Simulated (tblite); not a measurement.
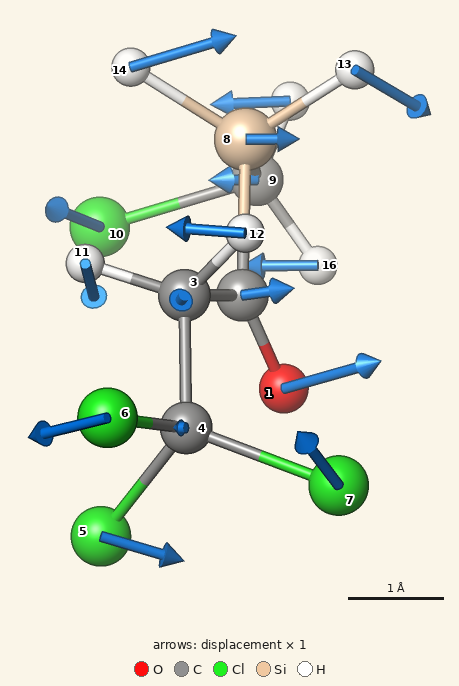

This is a relaxation of C4H6Cl4OSi. The starting structure is drawn; blue arrows show the displacements, at their true length. The two geometries are superimposed by the best rigid fit.

Style: ball-and-stick. Shown from a free direction.

These are results of GFN2-xTB geometry optimisation, gas phase (tblite), not measurements. 

Describe the change and its energy.

Answer. Over 157 geometry steps the energy falls by 27.6 kJ/mol. The largest move after the best rigid fit is that of the O atom, 1.33 Å. Largest moves by element: O 1.33 Å, H 1.27 Å, Cl 1.26 Å, C 0.62 Å, Si 0.59 Å. Some distances before and after: C–Si 1.862 → 1.933 Å, C–H 1.122 → 1.093 Å, C–Si 1.887 → 1.916 Å, C–C 1.501 → 1.520 Å. Among the angles between lasting bonds that change: Si–C–H 107.1° → 113.2°, Cl–C–H 112.3° → 106.5°, Si–C–Cl 103.9° → 109.3°. Groups turn about C–Si by about 75°.
